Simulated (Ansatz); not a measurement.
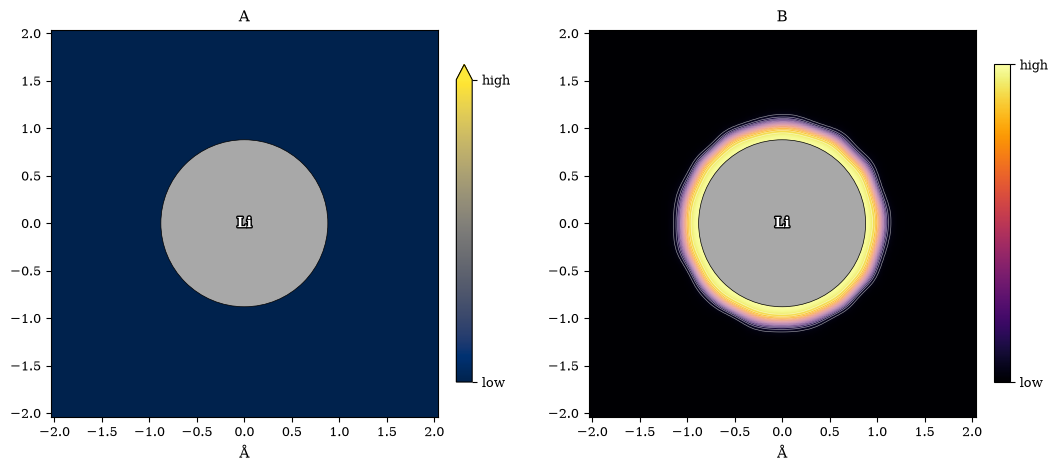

Li (charge +1): 2 fields on a plane that holds the molecular axis, with unlabelled colour scales. Grey discs cover the atomic cores.

Geometry: PBE0-D4/def2-TZVP.

These are results of Ansatz 0.2.0, RKS PBE0/def2-TZVPPD, not measurements.

Which field does each panel show? The fields are: electron density and electron localisation function.

Answer. Panel A: electron density. Panel B: electron localisation function.
